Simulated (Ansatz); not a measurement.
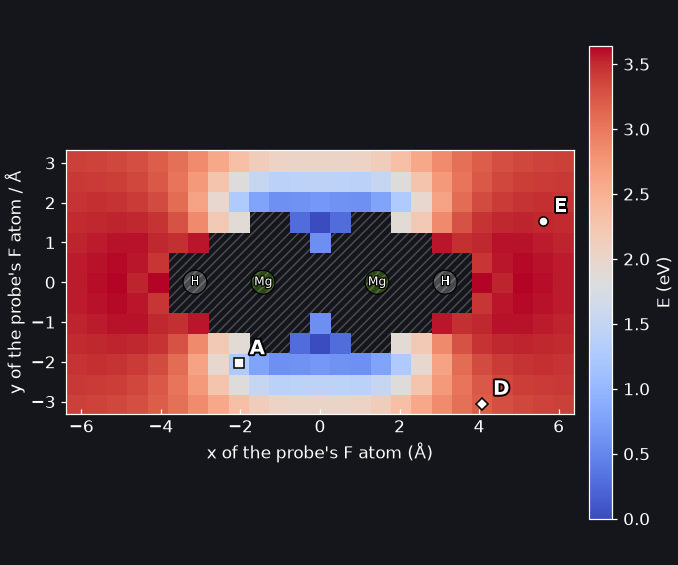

H₂Mg₂ (SMILES [MgH][MgH]) with the probe F-. The probe is moved over the molecule's main plane. First axis: x of the probe's F atom. Second axis: y of the probe's F atom. Nothing is relaxed (molecule and probe rigid). The grid has 25 × 13 points; 71 points were computed and 181 follow by symmetry. At 73 points there is no value (left out of the scan, as a rule where atoms come close). Energies are in eV, from the lowest grid point. The restricted reference is unstable at some or all points, so the energies there are unreliable. All numbers below come from Ansatz, RHF-MP2, frozen core/def2-TZVPD.

The picture shows one coloured cell a grid point, labelled circles for the molecule's atoms, projected on the plane, hatched blanks where no value was computed, lettered points.

Rank the lettered points by energy, lowest first.

Answer. A (1.27 eV), D (3.21 eV), E (3.52 eV).
